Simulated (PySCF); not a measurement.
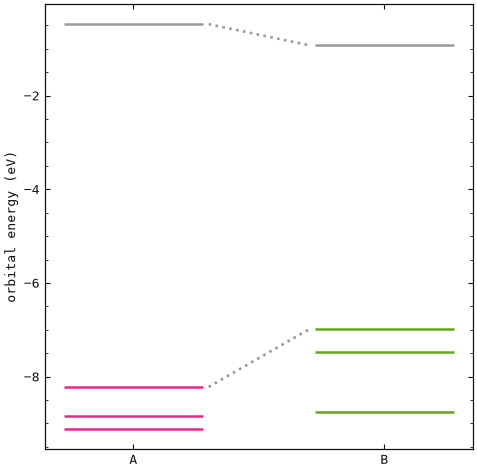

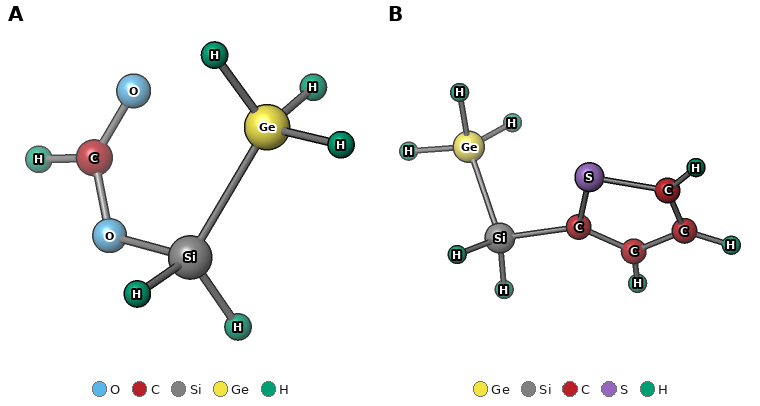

Related molecules: A is CH₆GeO₂Si, SMILES O=CO[SiH2][GeH3], singlet; B is C₄H₈GeSSi, SMILES [GeH3][SiH2]c1cccs1, singlet. Frontier orbital energies, PBE0/def2-SVPD in PySCF 2.14.0, at a GFN2-xTB geometry (no frequency check); drawn are at most three filled levels and, in grey, the LUMO with any level within 0.03 eV of it; dotted lines join the HOMOs and the LUMOs.

What does the change do to the frontier levels?

Answer. From A to B the HOMO rises by 1.23 eV and the LUMO falls by 0.45 eV, so the separation goes from 7.75 to 6.07 eV.

Caveats, for all or some of the runs: one conformer of a flexible molecule; the tight-binding geometry is rougher than a DFT one and adds to the error.
